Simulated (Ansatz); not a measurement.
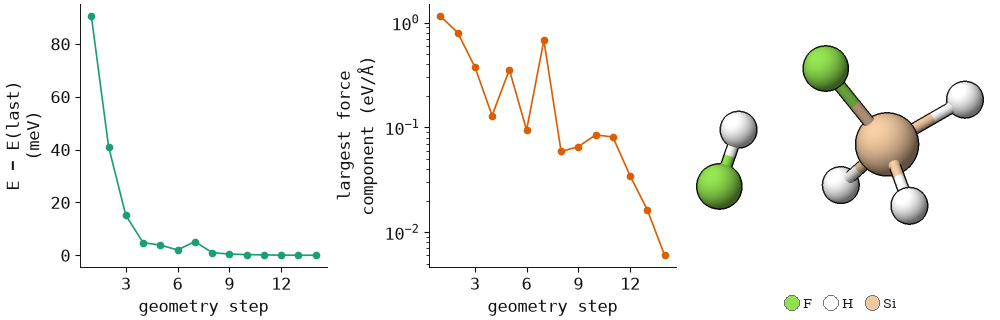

Beside the plot: the molecule at the start.

History of a geometry optimisation.

```
crystal:
  periodic: [false, false, false]
  atoms:
    - {symbol: F, position_ang: [0.303349, 0.429987, -2.111878]}
    - {symbol: H, position_ang: [0.761911, -0.243375, -1.633099]}
    - {symbol: Si, position_ang: [-0.258980, 0.007731, 0.762467]}
    - {symbol: F, position_ang: [0.870759, -0.932477, -0.026580]}
    - {symbol: H, position_ang: [-1.588556, -0.193254, 0.109013]}
    - {symbol: H, position_ang: [0.195685, 1.431736, 0.726916]}
    - {symbol: H, position_ang: [-0.284169, -0.500449, 2.173161]}
basis:
  gaussian: {orbitals: def2-TZVP}
hamiltonian: {xc: pbe0, dispersion: d4}
relax: {f_tol: 0.005, max_steps: 200}
```

Run as:
```bash
ansatz run in.yaml --threads 2 --pin off --events-out ev --progress --plain --max-ram 5222MiB
```

Question: How did it end, and what did it gain?

Answer: The optimisation met its thresholds at geometry 14, counting the start as the first. The energy fell by about 91 meV from the first step to the last, with a rise at step 7. The largest force component goes from about 1.2 eV/Å at the start to 6 × 10⁻³ eV/Å at the end.

Question: By which step was nine tenths of the energy gained?

Answer: By step 4 of 14.
